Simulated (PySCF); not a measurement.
System: C5H2F3N (SMILES N#CCC1(F)C(F)=C1F).

| atom | x (Å) | y (Å) | z (Å) |
| --- | --- | --- | --- |
| N | -1.1492 | 2.3489 | 0.6742 |
| C | -1.1789 | 1.2510 | 0.3636 |
| C | -1.2090 | -0.1359 | -0.0308 |
| C | 0.1946 | -0.6860 | -0.2158 |
| F | 0.1196 | -1.9993 | -0.6443 |
| C | 1.3903 | -0.2986 | 0.5912 |
| F | 1.9791 | -0.3722 | 1.7604 |
| C | 1.3853 | 0.1066 | -0.6475 |
| F | 1.9651 | 0.7377 | -1.6396 |
| H | -1.7608 | -0.2301 | -0.9717 |
| H | -1.7309 | -0.7195 | 0.7344 |

Geometry: GFN2-xTB.

Theory: B3LYP/def2-SVPD, SCF density, gas phase (PySCF).

> Predict the electron density and electron localisation function between the atoms.

C–C (1.30 Å): the density is about 2.2 e/Å³ at the midpoint; the ELF peaks at about 0.80 between the atoms: a multiple bond.
C–F (1.31 Å): ρ at the midpoint is about 2.5 e/Å³; the ELF peaks at about 0.85 between the atoms, as expected for a shared but strongly polarised pair.

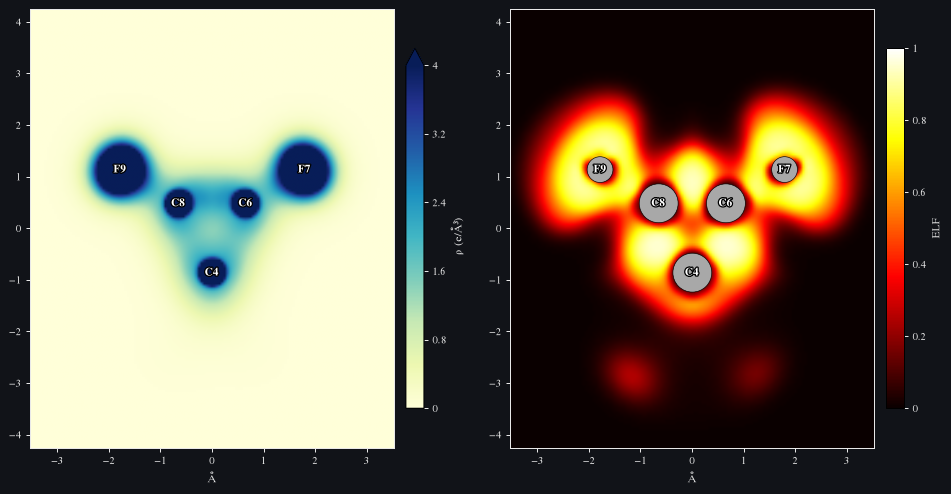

Computed electron density and electron localisation function on the plane of atoms F7, C6 and C8, in this order. Grey discs cover the atomic cores in the ELF map. 
